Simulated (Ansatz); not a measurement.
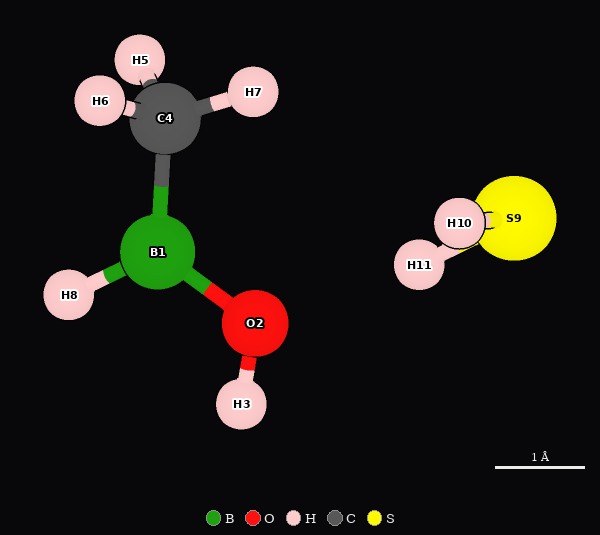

The starting structure (ball-and-stick view, seen at a tilt; atoms are numbered from 1 in the order of the input). Bond lengths as drawn: B–C 1.57 Å, B–H 1.20 Å, B–O 1.37 Å, C–H 1.10 Å, H–O 0.97 Å and H–S 1.35 Å.

CH₇BOS: nudged elastic band

CH₇BOS, computed with RKS B3LYP-D4/6-31G* (Ansatz 0.2.0).

It belongs to a series of runs on one base structure; here: band between the two ends. Figures and captions count atoms from 1; the log counts them from 0 in places.

What the program printed
```
Engine: ansatz 0.2.0, aarch64-unknown-linux-gnu
Functional definition: B3LYP
  parameter a0 = 0.2
  parameter ax = 0.72
  parameter ac = 0.81
  exchange = (1 - a0 - ax)*slater_x + ax*b88_x + a0*exact_x
  correlation = (1 - ac)*vwn_rpa_c + ac*lyp_c
877 factors; integrals over basis functions are off by at most 4.8e-4 eV
mean field evaluation 1: about -14704.7002 eV, gradient 5.7e1 eV
mean field evaluation 2: about -14698.9963 eV, gradient 7.9e1 eV
mean field evaluation 4: about -14711.2449 eV, gradient 2.2e0 eV
mean field evaluation 8: about -14711.2632 eV, gradient 1.1e-1 eV
mean field evaluation 16: about -14711.2632 eV, gradient 1.8e-5 eV
mean field -14711.26322856 eV, -540.6289519973 hartree, gradient 1.8e-5 eV, S^2 0.000000; 0 other end points of the search recorded, 0 dependent functions left out
the calculation of the forces begins
reference -14711.26347555 eV, -540.6289610740 hartree; 21, 21 occupied and 57, 57 virtual orbitals, 877 factors
878 factors; integrals over basis functions are off by at most 8.8e-4 eV
mean field evaluation 32: about -14710.6363 eV, gradient 9.0e-6 eV
mean field -14710.63626933 eV, -540.6059116707 hartree, gradient 9.0e-6 eV, S^2 0.000000; 0 other end points of the search recorded, 0 dependent functions left out
[... from here on the field's lines of each further geometry are left out, up to the last ...]
NEB iter   1: max|band force component| = 1.585e2 eV/Å  barrier→ = 34.3054 eV  barrier← = 33.7662 eV  Δτ_max = 0.1953 Å  (177 SCF iters)
NEB iter   2: max|band force component| = 6.817e1 eV/Å  barrier→ = 15.1793 eV  barrier← = 14.6401 eV  Δτ_max = 0.1963 Å  (141 SCF iters)
NEB iter   3: max|band force component| = 3.390e1 eV/Å  barrier→ = 7.2407 eV  barrier← = 6.7015 eV  Δτ_max = 0.1964 Å  (141 SCF iters)
NEB iter   4: max|band force component| = 1.495e1 eV/Å  barrier→ = 2.9449 eV  barrier← = 2.4057 eV  Δτ_max = 0.1982 Å  (142 SCF iters)
NEB iter   5: max|band force component| = 6.103e0 eV/Å  barrier→ = 1.9432 eV  barrier← = 1.4041 eV  Δτ_max = 0.2000 Å  (134 SCF iters)
NEB iter   6: max|band force component| = 3.487e0 eV/Å  barrier→ = 2.2763 eV  barrier← = 1.7371 eV  Δτ_max = 0.1909 Å  (138 SCF iters)
NEB iter   7: max|band force component| = 3.218e0 eV/Å  barrier→ = 2.3931 eV  barrier← = 1.8540 eV  Δτ_max = 0.1909 Å  (138 SCF iters)
NEB iter   8: max|band force component| = 2.917e0 eV/Å  barrier→ = 2.2975 eV  barrier← = 1.7583 eV  Δτ_max = 0.2000 Å  (139 SCF iters)
NEB iter   9: max|band force component| = 3.089e0 eV/Å  barrier→ = 2.0256 eV  barrier← = 1.4864 eV  Δτ_max = 0.1014 Å  (142 SCF iters)
NEB iter  10: max|band force component| = 2.976e0 eV/Å  barrier→ = 1.8097 eV  barrier← = 1.2706 eV  Δτ_max = 0.1023 Å  (138 SCF iters)
NEB iter  11: max|band force component| = 2.915e0 eV/Å  barrier→ = 1.3795 eV  barrier← = 0.8403 eV  Δτ_max = 0.1010 Å  (135 SCF iters)
NEB iter  12: max|band force component| = 2.586e0 eV/Å  barrier→ = 1.2602 eV  barrier← = 0.7210 eV  Δτ_max = 0.1022 Å  (140 SCF iters)
NEB iter  13: max|band force component| = 1.884e0 eV/Å  barrier→ = 1.1583 eV  barrier← = 0.6191 eV  Δτ_max = 0.0996 Å  (136 SCF iters)
NEB iter  14: max|band force component| = 7.756e-1 eV/Å  barrier→ = 1.0662 eV  barrier← = 0.5270 eV  Δτ_max = 0.1980 Å  (132 SCF iters)
NEB iter  15: max|band force component| = 5.088e-1 eV/Å  barrier→ = 0.9016 eV  barrier← = 0.3624 eV  Δτ_max = 0.2000 Å  (137 SCF iters)
NEB iter  16: max|band force component| = 5.445e-1 eV/Å  barrier→ = 0.8010 eV  barrier← = 0.2618 eV  Δτ_max = 0.1003 Å  (135 SCF iters)
NEB iter  17: max|band force component| = 3.628e-1 eV/Å  barrier→ = 0.7442 eV  barrier← = 0.2050 eV  CI = image 5  Δτ_max = 0.0995 Å  (134 SCF iters)
NEB iter  18: max|band force component| = 2.047e-1 eV/Å  barrier→ = 0.7099 eV  barrier← = 0.1707 eV  CI = image 5  Δτ_max = 0.1981 Å  (140 SCF iters)
NEB iter  19: max|band force component| = 1.254e0 eV/Å  barrier→ = 0.7206 eV  barrier← = 0.1814 eV  CI = image 5  Δτ_max = 0.0997 Å  (136 SCF iters)
NEB iter  20: max|band force component| = 1.445e0 eV/Å  barrier→ = 0.7442 eV  barrier← = 0.2050 eV  CI = image 5  Δτ_max = 0.1984 Å  (137 SCF iters)
NEB iter  21: max|band force component| = 1.539e0 eV/Å  barrier→ = 0.7543 eV  barrier← = 0.2151 eV  CI = image 5  Δτ_max = 0.1984 Å  (133 SCF iters)
NEB iter  22: max|band force component| = 8.077e-1 eV/Å  barrier→ = 0.6752 eV  barrier← = 0.1360 eV  CI = image 5  Δτ_max = 0.1989 Å  (133 SCF iters)
NEB iter  23: max|band force component| = 4.966e-1 eV/Å  barrier→ = 0.6503 eV  barrier← = 0.1111 eV  CI = image 5  Δτ_max = 0.0763 Å  (137 SCF iters)
NEB iter  24: max|band force component| = 1.485e-1 eV/Å  barrier→ = 0.6431 eV  barrier← = 0.1039 eV  CI = image 5  Δτ_max = 0.1287 Å  (127 SCF iters)
NEB iter  25: max|band force component| = 1.269e-1 eV/Å  barrier→ = 0.6402 eV  barrier← = 0.1010 eV  CI = image 5  Δτ_max = 0.0528 Å  (136 SCF iters)
NEB iter  26: max|band force component| = 8.949e-2 eV/Å  barrier→ = 0.6387 eV  barrier← = 0.0995 eV  CI = image 5  Δτ_max = 0.0276 Å  (136 SCF iters)
NEB iter  27: max|band force component| = 7.351e-2 eV/Å  barrier→ = 0.6376 eV  barrier← = 0.0984 eV  CI = image 5  Δτ_max = 0.0355 Å  (132 SCF iters)
NEB iter  28: max|band force component| = 3.428e-2 eV/Å  barrier→ = 0.6364 eV  barrier← = 0.0972 eV  CI = image 5  Δτ_max = 0.0369 Å  (126 SCF iters)
NEB iter  29: max|band force component| = 1.847e-1 eV/Å  barrier→ = 0.6358 eV  barrier← = 0.0966 eV  CI = image 5  Δτ_max = 0.0185 Å  (128 SCF iters)
NEB iter  30: max|band force component| = 3.033e-2 eV/Å  barrier→ = 0.6357 eV  barrier← = 0.0965 eV  CI = image 5  Δτ_max = 0.0372 Å  (122 SCF iters)
NEB iter  31: max|band force component| = 1.644e-1 eV/Å  barrier→ = 0.6357 eV  barrier← = 0.0965 eV  CI = image 5  Δτ_max = 0.0186 Å  (121 SCF iters)
NEB iter  32: max|band force component| = 5.046e-2 eV/Å  barrier→ = 0.6357 eV  barrier← = 0.0965 eV  CI = image 5  Δτ_max = 0.0195 Å  (116 SCF iters)
the calculation of the forces begins
reference -14711.04783719 eV, -540.6210365105 hartree; 21, 21 occupied and 57, 57 virtual orbitals, 877 factors
878 factors; integrals over basis functions are off by at most 9.5e-4 eV
mean field evaluation 1280: about -14704.0467 eV, gradient 5.6e1 eV
mean field -14710.54324657 eV, -540.6024931471 hartree, gradient 2.4e-5 eV, S^2 0.000000; 1 other end points of the search recorded, 0 dependent functions left out
the calculation of the forces begins
reference -14710.54347022 eV, -540.6025013660 hartree; 21, 21 occupied and 57, 57 virtual orbitals, 878 factors
NEB iter  33: max|band force component| = 2.868e-2 eV/Å  barrier→ = 0.6357 eV  barrier← = 0.0965 eV  CI = image 5  Δτ_max = 0.0000 Å  (244 SCF iters)
```

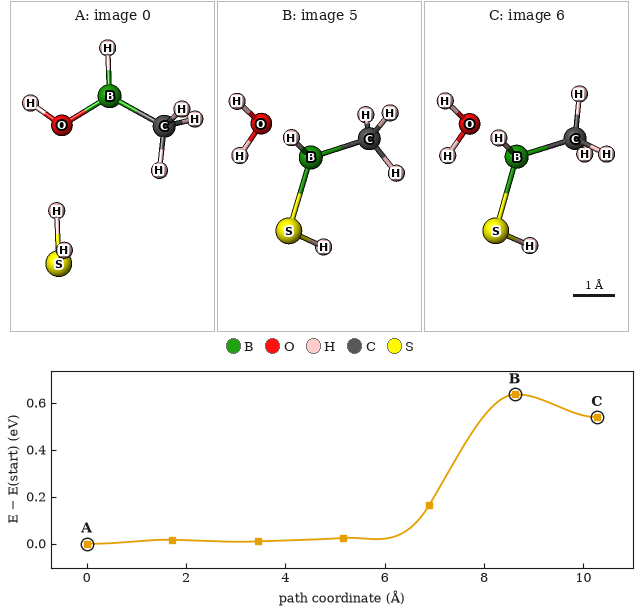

Images of the last band (counted from 0; ball-and-stick, seen at a tilt) above the energy along the path; the line is a cubic interpolation that uses the forces. The highest image is number 5, 0.636 eV above the start and 0.096 eV above the end (the climbing image); the end lies 0.539 eV above the start. The path is 10.27 Å long. The band converged in 33 iterations.

```
Total energy: -14710.85818512 eV, -540.6140669252 hartree
Atom 0 at    -0.004935     0.459921     0.038937 Å, force    -0.002301    -0.005364     0.002348 eV/Å
Atom 1 at     0.091234    -0.158211     1.846300 Å, force     0.002395    -0.021969    -0.012963 eV/Å
Atom 2 at    -0.656726    -0.771270     1.949620 Å, force     0.002142     0.000796    -0.000879 eV/Å
Atom 3 at     1.417564     0.068030    -0.559608 Å, force     0.003126     0.002287    -0.002645 eV/Å
Atom 4 at     1.322781    -0.674805    -1.360895 Å, force    -0.000357    -0.000720     0.000915 eV/Å
Atom 5 at     1.955083     0.927228    -0.978011 Å, force     0.000595    -0.000366    -0.000284 eV/Å
Atom 6 at     2.065532    -0.373642     0.207447 Å, force    -0.000488     0.000713     0.001563 eV/Å
Atom 7 at    -0.987549    -0.163969    -0.257255 Å, force    -0.000697    -0.000245     0.000747 eV/Å
Atom 8 at    -0.452342     2.264428     0.319267 Å, force     0.002084     0.002953     0.002969 eV/Å
Atom 9 at     0.793201     2.790484     0.347043 Å, force    -0.001800    -0.000786    -0.000048 eV/Å
Atom 10 at    -0.176942     0.660009     2.307053 Å, force    -0.004700     0.022703     0.008278 eV/Å
Dipole moment:    -0.008090    -0.342249     0.554559 e Å
this run last wrote the band of iteration 33 to [file]
```

The last band as extended XYZ (Å, eV, eV/Å)
```
11
Properties=species:S:1:pos:R:3:forces:R:3 image=0 energy=-14711.49363
B    -0.0640   -0.6449   -0.1098   -0.0087   0.0047   0.0025
O    -0.5712   -0.0174    0.9942    0.0048  -0.0079  -0.0081
H    -1.4109   -0.3987    1.2892    0.0015   0.0021   0.0001
C     1.2892   -0.1459   -0.7180    0.0046   0.0032  -0.0090
H     2.0040   -0.9770   -0.7963   -0.0039   0.0074   0.0023
H     1.1317    0.2019   -1.7497    0.0022  -0.0063   0.0118
H     1.7562    0.6638   -0.1470   -0.0032  -0.0072  -0.0058
H    -0.6861   -1.5613   -0.5824    0.0044   0.0041   0.0044
S     1.0017    2.7565    2.3821   -0.0039  -0.0023  -0.0064
H     0.5550    3.5039    1.3505    0.0015  -0.0060   0.0070
H     0.3613    1.6473    1.9471    0.0006   0.0082   0.0013
11
Properties=species:S:1:pos:R:3:forces:R:3 image=1 energy=-14711.47771
B    -0.0622   -0.6704   -0.1167    0.0012  -0.0007  -0.0028
O    -0.5088    0.0359    0.9651   -0.0015   0.0019   0.0030
H    -1.3833   -0.2552    1.2616   -0.0001  -0.0006  -0.0010
C     1.3302   -0.3219   -0.7412    0.0002  -0.0038   0.0038
H     1.9628   -1.2190   -0.7908    0.0007   0.0019   0.0002
H     1.2026    0.0047   -1.7832   -0.0001   0.0009  -0.0005
H     1.8768    0.4582   -0.2010    0.0004   0.0005   0.0008
H    -0.7648   -1.5424   -0.5593    0.0002   0.0002  -0.0006
S     1.0386    3.0937    1.6245   -0.0037   0.0042  -0.0023
H     0.3033    3.5228    2.6719    0.0071  -0.0040   0.0012
H     0.3717    1.9218    1.5291   -0.0042  -0.0005  -0.0018
11
Properties=species:S:1:pos:R:3:forces:R:3 image=2 energy=-14711.48458
B    -0.0245   -0.6863   -0.0496    0.0051   0.0003  -0.0148
O    -0.5209   -0.0978    1.0800   -0.0087   0.0028   0.0096
H    -1.3802   -0.4600    1.3407   -0.0015   0.0030   0.0030
C     1.3495   -0.2018   -0.6216    0.0023  -0.0025   0.0022
H     2.0297   -1.0512   -0.7714    0.0021   0.0005   0.0015
H     1.2033    0.2387   -1.6184   -0.0023  -0.0033  -0.0051
H     1.8481    0.5433    0.0069   -0.0020   0.0019  -0.0047
H    -0.6705   -1.5568   -0.5730    0.0027  -0.0050   0.0018
S     0.2063    3.2807    1.5246    0.0020  -0.0012   0.0012
H     1.4172    3.0566    2.0764   -0.0010   0.0008   0.0062
H    -0.0912    1.9628    1.4655    0.0014   0.0025  -0.0010
11
Properties=species:S:1:pos:R:3:forces:R:3 image=3 energy=-14711.46980
B    -0.0107   -0.5771    0.0165    0.0020  -0.0093   0.0086
O    -0.3394   -0.3981    1.3316   -0.0012   0.0034  -0.0134
H    -1.2393   -0.6974    1.5272   -0.0040  -0.0007  -0.0010
C     1.4038   -0.1230   -0.4805    0.0000  -0.0002  -0.0007
H     1.8814   -0.9065   -1.0831    0.0031  -0.0026   0.0018
H     1.2975    0.7429   -1.1504   -0.0057   0.0013  -0.0044
H     2.0821    0.1558    0.3334   -0.0030   0.0071   0.0004
H    -0.8252   -1.0671   -0.7215    0.0003  -0.0056   0.0006
S    -0.0143    3.1140    1.4324    0.0044  -0.0009   0.0059
H     1.2337    2.9880    0.9355    0.0027   0.0027   0.0024
H    -0.1027    1.7966    1.7188    0.0014   0.0048  -0.0002
11
Properties=species:S:1:pos:R:3:forces:R:3 image=4 energy=-14711.33068
B     0.0661   -0.2663    0.1738    0.0419  -0.1996   0.0633
O     0.0271   -0.5485    1.5199   -0.0079  -0.1143  -0.1147
H    -0.8751   -0.7257    1.8233   -0.0286   0.0062  -0.0096
C     1.4832   -0.1048   -0.4868   -0.0084  -0.0511   0.0181
H     1.5543   -0.7724   -1.3560    0.0503  -0.0255  -0.0086
H     1.6823    0.9028   -0.8735   -0.1032   0.0020   0.0012
H     2.2800   -0.3643    0.2182    0.0705   0.0152  -0.0238
H    -0.9588   -0.2476   -0.4481   -0.0032  -0.0323  -0.0314
S    -0.4796    2.6823    0.9209   -0.0214   0.1137   0.1823
H     0.8169    2.7903    0.5645   -0.0035   0.0016   0.0552
H    -0.2294    1.6824    1.8037    0.0135   0.2841  -0.1319
11
Properties=species:S:1:pos:R:3:forces:R:3 image=5 energy=-14710.85796
B    -0.0049    0.4599    0.0389   -0.0023  -0.0054   0.0023
O     0.0912   -0.1582    1.8463    0.0024  -0.0220  -0.0130
H    -0.6567   -0.7713    1.9496    0.0021   0.0008  -0.0009
C     1.4176    0.0680   -0.5596    0.0031   0.0023  -0.0026
H     1.3228   -0.6748   -1.3609   -0.0004  -0.0007   0.0009
H     1.9551    0.9272   -0.9780    0.0006  -0.0004  -0.0003
H     2.0655   -0.3736    0.2074   -0.0005   0.0007   0.0016
H    -0.9875   -0.1640   -0.2573   -0.0007  -0.0002   0.0007
S    -0.4523    2.2644    0.3193    0.0021   0.0030   0.0030
H     0.7932    2.7905    0.3470   -0.0018  -0.0008   0.0000
H    -0.1769    0.6600    2.3071   -0.0047   0.0227   0.0083
11
Properties=species:S:1:pos:R:3:forces:R:3 image=6 energy=-14710.95444
B     0.0048    0.5436    0.0592    0.0016  -0.0068  -0.0025
O    -0.0179   -0.3123    1.6882   -0.0185  -0.0102   0.0070
H    -0.8178   -0.8664    1.6995    0.0091  -0.0057  -0.0063
C     1.3895    0.1014   -0.5680   -0.0020  -0.0039  -0.0068
H     1.4718   -0.9891   -0.6595    0.0004   0.0032  -0.0005
H     1.4814    0.5162   -1.5802    0.0047   0.0015  -0.0046
H     2.2568    0.4527    0.0065   -0.0047  -0.0003   0.0018
H    -1.0213    0.1105   -0.3941    0.0041  -0.0005   0.0070
S    -0.2335    2.3419    0.5870    0.0029   0.0113  -0.0030
H     1.0656    2.6828    0.7473   -0.0019   0.0011   0.0019
H    -0.2125    0.4468    2.2739    0.0043   0.0103   0.0060
```

This output came from the following input.

Input
```yaml
crystal:
  periodic: [false, false, false]
  atoms:
    - { symbol: B, position_ang: [-0.063963, -0.644872, -0.109836] }
    - { symbol: O, position_ang: [-0.571186, -0.017368, 0.994219] }
    - { symbol: H, position_ang: [-1.410924, -0.398728, 1.289152] }
    - { symbol: C, position_ang: [1.289152, -0.145911, -0.717991] }
    - { symbol: H, position_ang: [2.003993, -0.977016, -0.796294] }
    - { symbol: H, position_ang: [1.131746, 0.20192, -1.749732] }
    - { symbol: H, position_ang: [1.756152, 0.663753, -0.146951] }
    - { symbol: H, position_ang: [-0.686061, -1.561344, -0.582422] }
    - { symbol: S, position_ang: [1.001683, 2.756502, 2.382081] }
    - { symbol: H, position_ang: [0.554971, 3.503923, 1.350523] }
    - { symbol: H, position_ang: [0.361337, 1.647342, 1.947149] }
basis:
  gaussian: { orbitals: "6-31G*" }
hamiltonian:
  xc: b3lyp
  dispersion: d4
neb:
  order_check: false
  images: 5
  f_tol: 0.03
  max_iterations: 60
  final_atoms:
    - { symbol: B, position_ang: [0.00482193, 0.54363191, 0.05916671] }
    - { symbol: O, position_ang: [-0.01787071, -0.31225038, 1.68820022] }
    - { symbol: H, position_ang: [-0.81776952, -0.86640906, 1.69951903] }
    - { symbol: C, position_ang: [1.3895184, 0.10140021, -0.56795487] }
    - { symbol: H, position_ang: [1.47183298, -0.98910482, -0.6595148] }
    - { symbol: H, position_ang: [1.48136812, 0.51622852, -1.58016082] }
    - { symbol: H, position_ang: [2.25675783, 0.45272487, 0.00651413] }
    - { symbol: H, position_ang: [-1.02132374, 0.11050597, -0.39411855] }
    - { symbol: S, position_ang: [-0.23350184, 2.34191057, 0.58699537] }
    - { symbol: H, position_ang: [1.06559496, 2.68275818, 0.74734723] }
    - { symbol: H, position_ang: [-0.21252842, 0.44680503, 2.27390435] }
  initial_path:
    images:
      - { positions_ang: [[-0.063963, -0.644872, -0.109836], [-0.571186, -0.017368, 0.994219], [-1.410924, -0.398728, 1.289152], [1.289152, -0.145911, -0.717991], [2.003993, -0.977016, -0.796294], [1.131746, 0.20192, -1.749732], [1.756152, 0.663753, -0.146951], [-0.686061, -1.561344, -0.582422], [1.001683, 2.756502, 2.382081], [0.554971, 3.503923, 1.350523], [0.361337, 1.647342, 1.947149]] }
      - { positions_ang: [[-0.02705658, -0.44809409, -0.06867281], [-0.41351639, 0.0309479, 1.24887791], [-1.28128364, -0.31799189, 1.54316496], [1.35699699, -0.12306072, -0.70230307], [1.95979159, -1.02477989, -0.76496168], [1.22767851, 0.24141004, -1.73468354], [1.90135022, 0.62646352, -0.12513252], [-0.76758071, -1.09446244, -0.60719291], [0.6729394, 2.53235884, 1.74955938], [0.52281527, 3.09590645, 1.499674], [0.21476532, 1.50950328, 1.82156826]] }
      - { positions_ang: [[0.00984984, -0.25131618, -0.02750961], [-0.25584677, 0.0792638, 1.50353683], [-1.15164327, -0.23725578, 1.79717793], [1.42484199, -0.10021044, -0.68661514], [1.91559018, -1.07254379, -0.73362936], [1.32361102, 0.28090009, -1.71963507], [2.04654845, 0.58917403, -0.10331405], [-0.84910042, -0.62758089, -0.63196381], [0.3441958, 2.30821568, 1.11703775], [0.49065955, 2.6878899, 1.648825], [0.06819364, 1.37166457, 1.69598753]] }
      - { positions_ang: [[0.04675625, -0.05453827, 0.01365358], [-0.09817716, 0.12757969, 1.75819574], [-1.02200291, -0.15651967, 2.05119089], [1.49268698, -0.07736016, -0.67092721], [1.87138876, -1.12030768, -0.70229703], [1.41954353, 0.32039013, -1.70458661], [2.19174667, 0.55188455, -0.08149557], [-0.93062013, -0.16069933, -0.65673472], [0.0154522, 2.08407252, 0.48451613], [0.45850382, 2.27987336, 1.797976], [-0.07837803, 1.23382585, 1.57040679]] }
      - { positions_ang: [[0.03277815, 0.14485179, 0.02882463], [-0.07140834, -0.01903033, 1.7348639], [-0.95392511, -0.39314947, 1.93396694], [1.45829745, -0.01777337, -0.63660309], [1.7382035, -1.07657339, -0.68803629], [1.44015173, 0.3856696, -1.66311134], [2.21341706, 0.51883132, -0.05215901], [-0.96085467, -0.07029757, -0.569196], [-0.06753248, 2.17001854, 0.51867587], [0.66086754, 2.4141683, 1.44776641], [-0.12309483, 0.97148558, 1.80490598]] }
      - { positions_ang: [[0.01880004, 0.34424185, 0.04399567], [-0.04463953, -0.16564035, 1.71153206], [-0.88584731, -0.62977926, 1.81674298], [1.42390793, 0.04181342, -0.60227898], [1.60501824, -1.03283911, -0.67377554], [1.46075992, 0.45094906, -1.62163608], [2.23508745, 0.48577809, -0.02282244], [-0.9910892, 0.0201042, -0.48165727], [-0.15051716, 2.25596455, 0.55283562], [0.86323125, 2.54846324, 1.09755682], [-0.16781162, 0.70914531, 2.03940517]] }
      - { positions_ang: [[0.00482193, 0.54363191, 0.05916671], [-0.01787071, -0.31225038, 1.68820022], [-0.81776952, -0.86640906, 1.69951903], [1.3895184, 0.10140021, -0.56795487], [1.47183298, -0.98910482, -0.6595148], [1.48136812, 0.51622852, -1.58016082], [2.25675783, 0.45272487, 0.00651413], [-1.02132374, 0.11050597, -0.39411855], [-0.23350184, 2.34191057, 0.58699537], [1.06559496, 2.68275818, 0.74734723], [-0.21252842, 0.44680503, 2.27390435]] }
```

Command:
```bash
ansatz run input.yaml --threads 1 --pin off --max-ram 2048MiB --backend cpu --events-out ev --progress --plain --runs-dir out
```

Summary

- outcome: converged
- barrier, forward: 0.636 eV
- barrier, backward: 0.097 eV
- hardware: 1 thread of Arm Neoverse V2, 24 GiB of memory available, shared host
- wall time: 8.3 min
- peak memory: 0.16 GiB

Remarks

The order of the saddle point was not checked.
